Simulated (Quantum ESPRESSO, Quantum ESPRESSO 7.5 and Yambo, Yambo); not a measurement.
# Beyond one shot: Al2O3 (Corundum)

Aim: iterate the self-energy on Al2O3 (Corundum) and follow the gap from cycle to cycle.

Program: Quantum ESPRESSO 7.5 and Yambo 5.3.0. Level of theory: PBE and many-body steps on it, plane waves. Results are calculated unless marked as measured.

**The experiments to reproduce.**

- Gap 8.7 eV: optical band gap of host from absorption; optical absorption, quoted from earlier work; bulk crystal (high-purity reference sample) (quoted in “Multi-petahertz electron interference in Cr:Al2O3 solid-state material”, 2018, pmc:5906618).

Most raw output is cut from this account.

## 1. Starting point

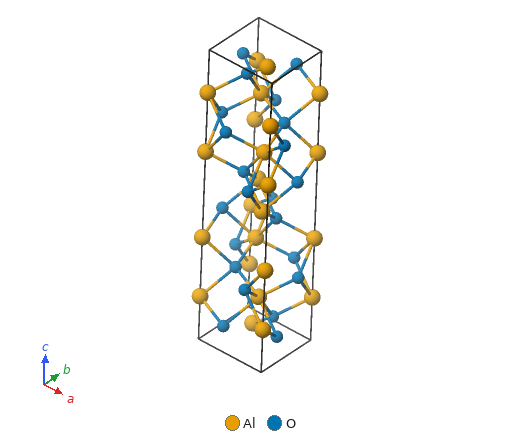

The starting structure, seen from a free direction (aluminium orange, oxygen blue). This picture shows the conventional cell, with its axes. Some periodic images of atoms are drawn too.

The cell and positions come from the Crystallography Open Database and are kept as given unless a step says otherwise.

## 2. Empty states on the mesh, 4×4×4 mesh, 82 bands

This step: Quantum ESPRESSO 7.5; DFT, PBE, plane waves, norm-conserving pseudopotentials.

The sums over transitions need many empty states on a uniform mesh; this step solves for them.

File pw.in:

```
&control
  calculation = 'nscf'
  prefix = 'x'
  outdir = 'o'
  pseudo_dir = 'pseudo'
/
&system
  ibrav = 0
  nat = 10
  ntyp = 2
  ecutwfc = 72.0
  nbnd = 82
  force_symmorphic = .true.
/
&electrons
  conv_thr = 1e-9
  electron_maxstep = 80
  diago_full_acc = .true.
  diago_thr_init = 5e-6
/
ATOMIC_SPECIES
  Al 26.982 Al.upf
  O 15.999 O.upf
CELL_PARAMETERS angstrom
  2.3802500000 1.3742379782 4.3318666667
  -2.3802500000 1.3742379782 4.3318666667
  -0.0000000000 -2.7484759565 4.3318666667
ATOMIC_POSITIONS crystal
  Al 0.3521600000 0.3521600000 0.3521600000
  Al 0.1478400000 0.1478400000 0.1478400000
  Al 0.6478400000 0.6478400000 0.6478400000
  Al 0.8521600000 0.8521600000 0.8521600000
  O 0.5566800000 0.9433200000 0.2500000000
  O 0.2500000000 0.5566800000 0.9433200000
  O 0.9433200000 0.2500000000 0.5566800000
  O 0.4433200000 0.0566800000 0.7500000000
  O 0.7500000000 0.4433200000 0.0566800000
  O 0.0566800000 0.7500000000 0.4433200000
K_POINTS automatic
  4 4 4 0 0 0
```

Command:

```console
> OMP_NUM_THREADS=1 mpirun -n 8 pw.x -nk 4 -in pw.in > pw.out
```

It took 12 s on 8 MPI ranks of Arm Neoverse V2, shared host; peak memory 0.59 GiB.

This step gave:

```
gap                                                           : 6.266 eV
k of the valence top                                          : 0, 0, 0
k of the conduction bottom                                    : 0, 0, 0
least direct gap                                              : 6.266 eV
k points computed                                             : 14
lowest point of the top converged band, above the valence top : 38.34 eV
```

On this mesh the gap is 6.266 eV.

The density comes from a self-consistent run that is not shown.

## 3. Conversion and set-up

This step: Yambo 5.3.0; conversion and set-up on PBE, plane waves, norm-conserving pseudopotentials.

The states are converted to the many-body program's format and the q mesh is built.

Command:

```console
> (cd o/x.save; p2y > p2y.log; mv SAVE ../..); yambo > setup.log
```

Elapsed: 2.4 s, on 1 MPI rank; peak memory 0.25 GiB.

## 4. G0W0

Now the one-shot GW correction: screening in the RPA, then the self-energy of the levels asked for.

This step: G0W0 on PBE, plane waves, norm-conserving pseudopotentials.

File gw1.in:

```
HF_and_locXC
gw0
dyson
ppa
em1d
rim_cut
RandQpts= 1000000
RandGvec= 1 RL
EXXRLvcs= 72 Ry
VXCRLvcs= 288 Ry
Chimod= "HARTREE"
% BndsRnXp
 1 | 82 |
%
NGsBlkXp= 5.5 Ry
% LongDrXp
 1 | 1 | 1 |
%
% GbndRnge
 1 | 82 |
%
DysSolver= "n"
ExtendOut
PPAPntXp= 27.21138 eV
% QPkrange
 1 | 1 | 23 | 26 |
%
```

Command:

```console
> OMP_NUM_THREADS=2 mpirun -n 4 yambo -F gw1.in -J gw1 -C gw1 > gw1.log
```

It took 67 s on 4 MPI ranks; peak memory 3.2 GiB; 8.4 min of CPU time.

This step gave:

```yaml
g0w0_gap_on_the_points_computed: 8.380 eV
starting_gap_on_the_mesh: 6.266 eV
k_of_the_valence_top: 0, 0, 0
k_of_the_conduction_bottom: 0, 0, 0
least_direct_g0w0_gap_on_the_computed_points: 8.380 eV
z_at_the_valence_top: 0.8218
z_at_the_conduction_bottom: 0.8593
```

The gap on the mesh goes from 6.27 eV to 8.38 eV, a correction of +2.11 eV.

## 5. evGW0, cycle 1

This step: evGW0 on PBE, plane waves, norm-conserving pseudopotentials.

gw3.in, as its differences from gw1.in of step 4:

```diff
@@ -25,3 +25,4 @@
 % QPkrange
- 1 | 1 | 23 | 26 |
+ 1 | 14 | 22 | 27 |
 %
+GfnQPdb= "E < ./gw2/ndb.QP"
```

Command:

```console
> OMP_NUM_THREADS=2 mpirun -n 4 yambo -F gw3.in -J gw3,gw1_W -C gw3 > gw3.log
```

The job ended after 2.6 min (4 MPI ranks; peak memory 3.4 GiB).

This step gave:

| Quantity | Value |
| --- | --- |
| quasiparticle gap on the mesh | 8.674 eV |
| gap of the density functional on the mesh | 6.266 eV |
| k of the valence top | 0, 0, 0 |
| k of the conduction bottom | 0, 0, 0 |
| least direct quasiparticle gap on the computed points | 8.674 eV |
| Z at the valence top | 0.8278 |
| Z at the conduction bottom | 0.8763 |

Against G0W0 in Yambo (4×4×4 mesh, 82 bands, screening to 74.8 eV, Godby-Needs plasmon pole), the gap moves by +0.295 eV.

The program's own table gives 8.936 eV, which is too large where the input levels are shifted: this version takes Σc at the unshifted level E₀, yet steps from the shifted one. The value above is the Newton step from E₀, E₀ + Z(Σc + Σx − Vxc), rebuilt from the printed columns.

## 6. evGW0, cycle 2

The corrected levels of the last cycle go back in.

gw4.in, as its differences from gw3.in of step 5:

```diff
@@ -27,2 +27,2 @@
 %
-GfnQPdb= "E < ./gw2/ndb.QP"
+GfnQPdb= "E < ./gw3_fix/ndb.QP"
```

Command:

```console
> OMP_NUM_THREADS=2 mpirun -n 4 yambo -F gw4.in -J gw4,gw1_W -C gw4 > gw4.log
```

Wall time 2.6 min (4 MPI ranks); peak memory 3.4 GiB.

This step gave:

| Item | Value |
| --- | --- |
| quasiparticle gap on the mesh | 8.711 eV |
| gap of the density functional on the mesh | 6.266 eV |
| k of the valence top | 0, 0, 0 |
| k of the conduction bottom | 0, 0, 0 |
| least direct quasiparticle gap on the computed points | 8.711 eV |

Against the cycle before, the gap moves by +0.036 eV.

The program's own table gives 9.003 eV, which is too large where the input levels are shifted: this version takes Σc at the unshifted level E₀, yet steps from the shifted one. The value above is the Newton step from E₀, E₀ + Z(Σc + Σx − Vxc), rebuilt from the printed columns.

## 7. evGW0, cycle 3

gw5.in, as its differences from gw4.in of step 6:

```diff
@@ -27,2 +27,2 @@
 %
-GfnQPdb= "E < ./gw3_fix/ndb.QP"
+GfnQPdb= "E < ./gw4_fix/ndb.QP"
```

Command:

```console
> OMP_NUM_THREADS=2 mpirun -n 4 yambo -F gw5.in -J gw5,gw1_W -C gw5 > gw5.log
```

Run time: 2.6 min. Hardware: 4 MPI ranks; peak memory 3.4 GiB; 19 min of CPU time.

This step gave:

```
quasiparticle gap on the mesh                         : 8.715 eV
gap of the density functional on the mesh             : 6.266 eV
k of the valence top                                  : 0, 0, 0
k of the conduction bottom                            : 0, 0, 0
least direct quasiparticle gap on the computed points : 8.715 eV
```

Against the cycle before, the gap moves by +0.004 eV.

The program's own table gives 9.012 eV, which is too large where the input levels are shifted: this version takes Σc at the unshifted level E₀, yet steps from the shifted one. The value above is the Newton step from E₀, E₀ + Z(Σc + Σx − Vxc), rebuilt from the printed columns.

## 8. evGW, cycle 1

This step: evGW on PBE, plane waves, norm-conserving pseudopotentials.

gw6.in, as its differences from gw5.in of step 7:

```diff
@@ -27,2 +27,3 @@
 %
-GfnQPdb= "E < ./gw4_fix/ndb.QP"
+GfnQPdb= "E < ./gw2/ndb.QP"
+XfnQPdb= "E < ./gw2/ndb.QP"
```

Command:

```console
> OMP_NUM_THREADS=2 mpirun -n 4 yambo -F gw6.in -J gw6 -C gw6 > gw6.log
```

Wall time 3.6 min (4 MPI ranks); peak memory 3.5 GiB.

This step gave:

```
quasiparticle gap on the mesh                         : 9.179 eV
gap of the density functional on the mesh             : 6.266 eV
k of the valence top                                  : 0, 0, 0
k of the conduction bottom                            : 0, 0, 0
least direct quasiparticle gap on the computed points : 9.179 eV
```

Against G0W0 in Yambo (4×4×4 mesh, 82 bands, screening to 74.8 eV, Godby-Needs plasmon pole), the gap moves by +0.799 eV.

The program's own table gives 9.405 eV, which is too large where the input levels are shifted: this version takes Σc at the unshifted level E₀, yet steps from the shifted one. The value above is the Newton step from E₀, E₀ + Z(Σc + Σx − Vxc), rebuilt from the printed columns.

## 9. evGW, cycle 2

gw7.in, as its differences from gw6.in of step 8:

```diff
@@ -27,3 +27,3 @@
 %
-GfnQPdb= "E < ./gw2/ndb.QP"
-XfnQPdb= "E < ./gw2/ndb.QP"
+GfnQPdb= "E < ./gw6_fix/ndb.QP"
+XfnQPdb= "E < ./gw6_fix/ndb.QP"
```

Command:

```console
> OMP_NUM_THREADS=2 mpirun -n 4 yambo -F gw7.in -J gw7 -C gw7 > gw7.log
```

Run time: 3.6 min. Hardware: 4 MPI ranks; peak memory 3.5 GiB; 27 min of CPU time.

Numbers from this step:

- quasiparticle gap on the mesh: 9.400 eV
- gap of the density functional on the mesh: 6.266 eV
- k of the valence top: 0, 0, 0
- k of the conduction bottom: 0, 0, 0
- least direct quasiparticle gap on the computed points: 9.400 eV

Against the cycle before, the gap moves by +0.221 eV.

The program's own table gives 9.688 eV, which is too large where the input levels are shifted: this version takes Σc at the unshifted level E₀, yet steps from the shifted one. The value above is the Newton step from E₀, E₀ + Z(Σc + Σx − Vxc), rebuilt from the printed columns.

## 10. evGW, cycle 3

gw8.in, as its differences from gw7.in of step 9:

```diff
@@ -27,3 +27,3 @@
 %
-GfnQPdb= "E < ./gw6_fix/ndb.QP"
-XfnQPdb= "E < ./gw6_fix/ndb.QP"
+GfnQPdb= "E < ./gw7_fix/ndb.QP"
+XfnQPdb= "E < ./gw7_fix/ndb.QP"
```

Command:

```console
> OMP_NUM_THREADS=2 mpirun -n 4 yambo -F gw8.in -J gw8 -C gw8 > gw8.log
```

It took 3.6 min on 4 MPI ranks; peak memory 3.5 GiB; 27 min of CPU time.

Numbers from this step:

- quasiparticle gap on the mesh: 9.455 eV
- gap of the density functional on the mesh: 6.266 eV
- k of the valence top: 0, 0, 0
- k of the conduction bottom: 0, 0, 0
- least direct quasiparticle gap on the computed points: 9.455 eV

Against the cycle before, the gap moves by +0.055 eV.

The program's own table gives 9.759 eV, which is too large where the input levels are shifted: this version takes Σc at the unshifted level E₀, yet steps from the shifted one. The value above is the Newton step from E₀, E₀ + Z(Σc + Σx − Vxc), rebuilt from the printed columns.

## 11. evGW, cycle 4

gw9.in, as its differences from gw8.in of step 10:

```diff
@@ -27,3 +27,3 @@
 %
-GfnQPdb= "E < ./gw7_fix/ndb.QP"
-XfnQPdb= "E < ./gw7_fix/ndb.QP"
+GfnQPdb= "E < ./gw8_fix/ndb.QP"
+XfnQPdb= "E < ./gw8_fix/ndb.QP"
```

Command:

```console
> OMP_NUM_THREADS=2 mpirun -n 4 yambo -F gw9.in -J gw9 -C gw9 > gw9.log
```

Elapsed: 3.6 min, on 4 MPI ranks; peak memory 3.5 GiB.

Numbers from this step:

```
quasiparticle gap on the mesh                         : 9.469 eV
gap of the density functional on the mesh             : 6.266 eV
k of the valence top                                  : 0, 0, 0
k of the conduction bottom                            : 0, 0, 0
least direct quasiparticle gap on the computed points : 9.469 eV
```

Against the cycle before, the gap moves by +0.014 eV.

The program's own table gives 9.777 eV, which is too large where the input levels are shifted: this version takes Σc at the unshifted level E₀, yet steps from the shifted one. The value above is the Newton step from E₀, E₀ + Z(Σc + Σx − Vxc), rebuilt from the printed columns.

## 12. evGW, cycle 5

gw10.in, as its differences from gw9.in of step 11:

```diff
@@ -27,3 +27,3 @@
 %
-GfnQPdb= "E < ./gw8_fix/ndb.QP"
-XfnQPdb= "E < ./gw8_fix/ndb.QP"
+GfnQPdb= "E < ./gw9_fix/ndb.QP"
+XfnQPdb= "E < ./gw9_fix/ndb.QP"
```

Command:

```console
> OMP_NUM_THREADS=2 mpirun -n 4 yambo -F gw10.in -J gw10 -C gw10 > gw10.log
```

Wall time 3.5 min (4 MPI ranks); peak memory 3.5 GiB; 26 min of CPU time.

This step gave:

| Quantity | Value |
| --- | --- |
| quasiparticle gap on the mesh | 9.472 eV |
| gap of the density functional on the mesh | 6.266 eV |
| k of the valence top | 0, 0, 0 |
| k of the conduction bottom | 0, 0, 0 |
| least direct quasiparticle gap on the computed points | 9.472 eV |

Against the cycle before, the gap moves by +0.003 eV.

The program's own table gives 9.781 eV, which is too large where the input levels are shifted: this version takes Σc at the unshifted level E₀, yet steps from the shifted one. The value above is the Newton step from E₀, E₀ + Z(Σc + Σx − Vxc), rebuilt from the printed columns.

## 13. Side by side

Times are wall times on 4 MPI ranks of Arm Neoverse V2, shared host, good to a factor of about two.

| run | mesh | bands | screening cutoff (eV) | DFT gap (eV) | gap on the mesh (eV) | direct (eV) | time |
| --- | --- | --- | --- | --- | --- | --- | --- |
| G0W0 | 4×4×4 | 82 | 74.8 | 6.266 | 8.380 | 8.380 | 67 s |
| evGW0, cycle 1 | 4×4×4 | 82 | 74.8 | 6.266 | 8.674 | 8.674 | 2.6 min |
| evGW0, cycle 2 | 4×4×4 | 82 | 74.8 | 6.266 | 8.711 | 8.711 | 2.6 min |
| evGW0, cycle 3 | 4×4×4 | 82 | 74.8 | 6.266 | 8.715 | 8.715 | 2.6 min |
| evGW, cycle 1 | 4×4×4 | 82 | 74.8 | 6.266 | 9.179 | 9.179 | 3.6 min |
| evGW, cycle 2 | 4×4×4 | 82 | 74.8 | 6.266 | 9.400 | 9.400 | 3.6 min |
| evGW, cycle 3 | 4×4×4 | 82 | 74.8 | 6.266 | 9.455 | 9.455 | 3.6 min |
| evGW, cycle 4 | 4×4×4 | 82 | 74.8 | 6.266 | 9.469 | 9.469 | 3.6 min |
| evGW, cycle 5 | 4×4×4 | 82 | 74.8 | 6.266 | 9.472 | 9.472 | 3.5 min |

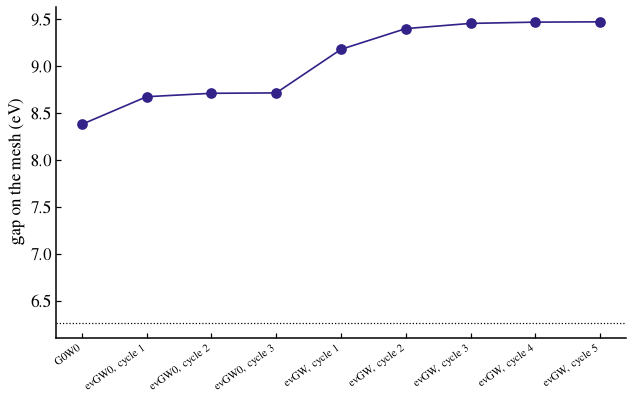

The gap through the cycles; the dotted line is the starting gap.

## 14. What came out

* G0W0: 8.380 eV
* evGW0, cycle 1: 8.674 eV
* evGW0, cycle 2: 8.711 eV
* evGW0, cycle 3: 8.715 eV
* evGW, cycle 1: 9.179 eV
* evGW, cycle 2: 9.400 eV
* evGW, cycle 3: 9.455 eV
* evGW, cycle 4: 9.469 eV
* evGW, cycle 5: 9.472 eV
* known limits: not at the basis limit

What this shows: evGW0 ends at 8.71 eV, +0.34 eV from G0W0, after 3 cycles that took 7.8 min beside the first screening; the last moved the gap by 0.004 eV. evGW ends at 9.47 eV, +1.09 eV from G0W0, after 5 cycles that took 18 min beside the first screening; the last moved the gap by 0.003 eV. Against experiment, by evGW, cycle 5: the gap of 9.47 eV lies +0.77 eV from the measured 8.7 eV (optical, quoted 2018). An exciton line or allowed optical edge lies below the quasiparticle gap by the binding energy; a forbidden edge can push the onset above it. These are gaps on the mesh, at modest bands and cutoff. The calculation has static nuclei and no excitons; a measured gap holds zero-point and thermal motion, which mostly lowers it. Bands and cutoff are finite, so the gap is not at the basis limit. The miss can reach some tenths of an eV and take either sign; the mesh is an error of its own.

[Paths, hosts, dates, memory and timing lines, banners, echoed tables and standing remarks are left out of the program output.]

[Logs are printed without paths, hosts, clocks, repeated set-up lines and the standing remarks that a program may print on its own settings, such as how far it seeks lower states.]

[Runs of the session that timed out or met a known fault of the program may be left out.]

[Hosts, paths, dates, database ids (printed as entryN), source tags and the programs' standing remarks are cut or masked in the printed files.]
